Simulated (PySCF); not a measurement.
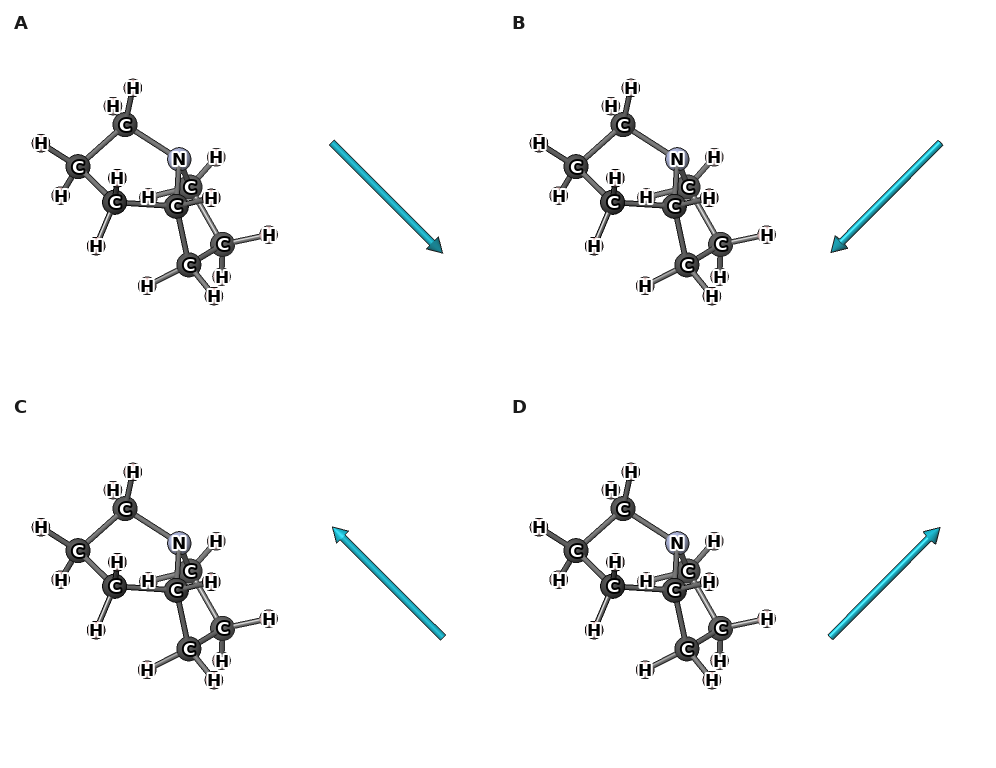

The same molecule four times, each with an arrow. The computed structure is the end point of a GFN2-xTB optimisation. No frequency run is at hand to confirm it as a minimum. Level of theory: PBE0/pcSseg-1, gas phase (PySCF 2.14.0).

Which arrow points along the dipole moment, from the negative to the positive end?

B. The dipole moment is 1.02 D.
